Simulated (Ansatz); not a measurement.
# SiH2SClO2 (SMILES O[Si](O)([S])Cl): the vertical ionisation energy, rung by rung

The species is SiH2SClO2 (7 atoms), meant as a doublet with charge 0. SMILES: `O[Si](O)([S])Cl`. The shape is that of a PBE0-D4/def2-TZVP optimisation. This is one conformer, not always the lowest.

```tsv
atom	x (Å)	y (Å)	z (Å)
O	-0.7213	0.3902	1.0898
Si	0.0213	-0.0317	-0.2973
O	0.9879	-1.2784	0.0726
S	-1.2524	-0.4962	-1.9021
Cl	1.0728	1.5603	-1.0540
H	-1.3378	1.1242	1.0635
H	1.2907	-1.3364	0.9817
```

Each level gives the vertical ionisation energy (to the singlet cation) (eV). The values are calculated.

| level | kind | program | value (eV) | CPU time (all runs) |
| --- | --- | --- | --- | --- |
| UHF/def2-SVP | Hartree–Fock | Ansatz | 11.24 | 17 s |
| USVWN5/def2-SVP | LDA | Ansatz | 10.36 | 17 s |
| UPBE/def2-SVP | GGA | Ansatz | 10.34 | 32 s |
| U-r2SCAN/def2-SVP | meta-GGA | Ansatz | 10.88 | 81 s |
| UPBE0/def2-SVP | global hybrid | Ansatz | 11.06 | 48 s |
| UCAM-B3LYP/def2-SVP | range-separated hybrid | Ansatz | 11.17 | 56 s |
| UMP2/def2-SVP | perturbation theory | Ansatz | 11.14 | 21 s |
| UCCSD(T)/def2-SVP | coupled cluster or CI | Ansatz | 10.66 | 3.1 min |

The values span 10.34 to 11.24 eV. The coupled-cluster rows rest on a doubtful reference here (large T1 or Brueckner and Hartree–Fock orbitals at odds), and rows may lie in different states. CPU times are rough (shared hosts, several kinds of processor and program).

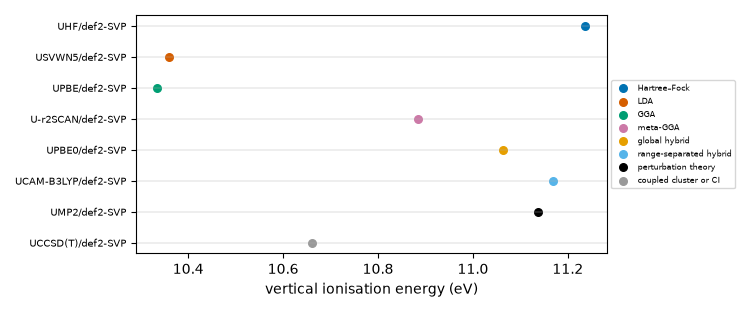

The values of the table, level by level.
